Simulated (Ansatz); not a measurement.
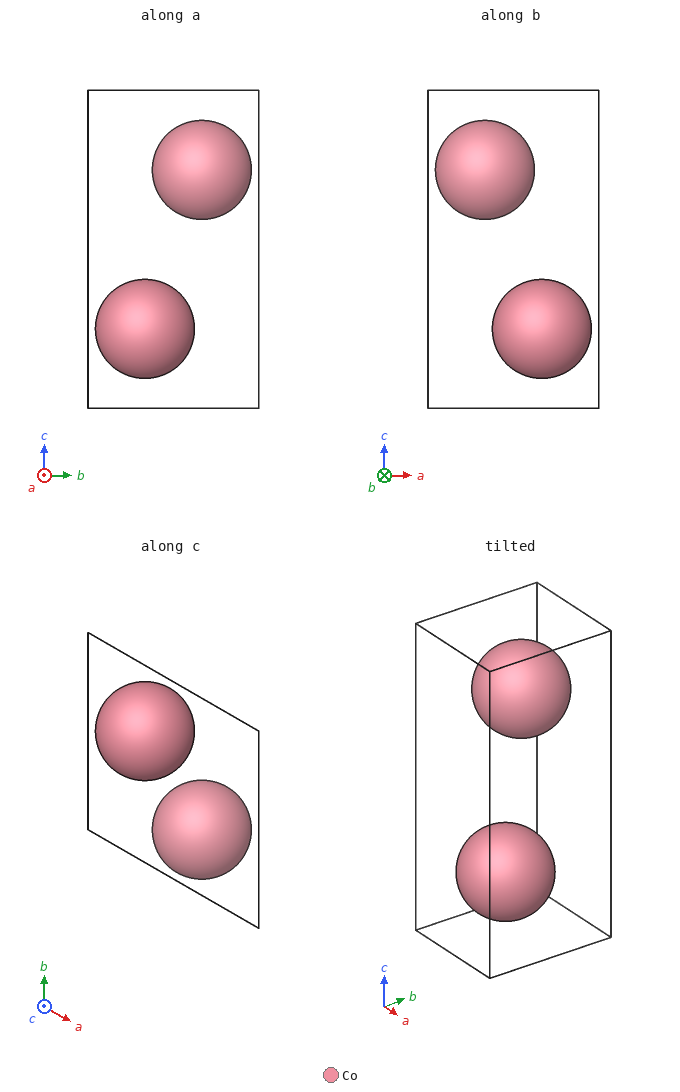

Spheres-only representation of a periodic structure, projected along the a axis, along the b axis, along the c axis and slightly off an axis. Lines trace the edges of the conventional unit cell.

Lattice parameters: a = 2.429 Å, b = 2.429 Å, c = 3.918 Å, α = 90.00°, β = 90.00°, γ = 120.00°. Put a along x and b in the xy plane.

### Express the structure as a POSCAR file.

```
Co
1.0
     2.429    0.000    0.000
    -1.215    2.104    0.000
     0.000    0.000    3.918
Co
2
Direct
  0.3333 0.6667 0.7500
  0.6667 0.3333 0.2500
```

The starting point was the standard structure of this element. Earlier steps of the study may have refined or changed the cell and positions. Ansatz was used for an electronic-structure calculation on it.
